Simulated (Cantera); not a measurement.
A closed system holds: 1 mol CS₂, 0.16 mol SO₂, held at 0.133 bar.

Equilibrium computed with Cantera from the NASA thermochemical tables; the gas is ideal and each condensed phase is pure. Candidate condensed phases: C, S; 22 gas species. The numbers say what is thermodynamically allowed, not how fast it happens.

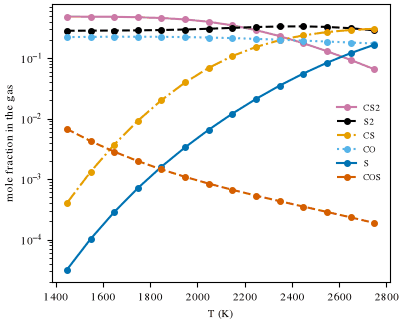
Figure: Equilibrium gas composition (values under 1e-9 drawn at 1e-9)

From 1448 K to 2748 K nothing is condensed. The main C-bearing gas is CS₂ at 1448 K and CS at 2748 K.
